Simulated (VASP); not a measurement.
Band structure of Au₃Pd (ordered alloy cell). Method: PBEsol GGA, VASP's PBE PAW potentials (set 64) (plane waves; VASP).

Unless said otherwise, spin-orbit coupling is left out, though it shifts the bands of the heavy elements here.

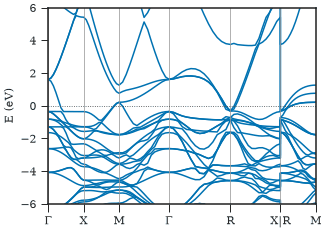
Bands along high-symmetry lines, zero at the valence-band maximum or, without a gap, the Fermi level

Q: Read the plot: is there a gap, and where are the band edges?

A: It has no gap at this level: it comes out as a metal or semimetal. (Edges off the drawn lines would not show.)

The structure was generated: Au3Pd was put into an ordered model structure (Pm-3m), which need not be its known phase. It was relaxed first. The electron count is odd and the run is not spin-polarised, which forces a metal.
